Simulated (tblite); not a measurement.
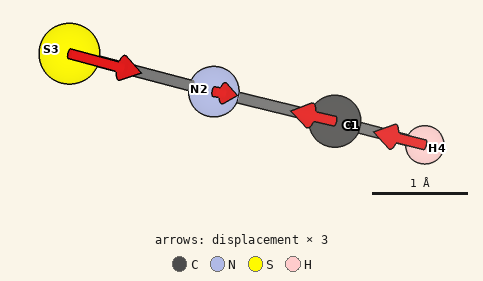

A relaxation of CHNS. The starting structure is drawn; red arrows show the displacements, 3 times their true length. The two geometries are superimposed by the best rigid fit.

The picture is a ball-and-stick view, seen at a tilt.

Method: GFN2-xTB geometry optimisation, gas phase in tblite. 

### What did the optimiser do to the structure, and how much energy did it gain?

The atom that moves furthest after the best rigid fit is S3 (0.29 Å). By element the largest moves are S 0.29 Å, H 0.21 Å, C 0.18 Å, N 0.10 Å. Near-neighbour distances that change, for instance: C1–N2 1.447 → 1.169 Å, N2–S3 1.727 → 1.533 Å, C1–H4 1.073 → 1.045 Å. The energy falls by 3.244 eV in 9 geometry steps. The run took 0.03 s on 1 thread of Arm Neoverse V1 (shared host).
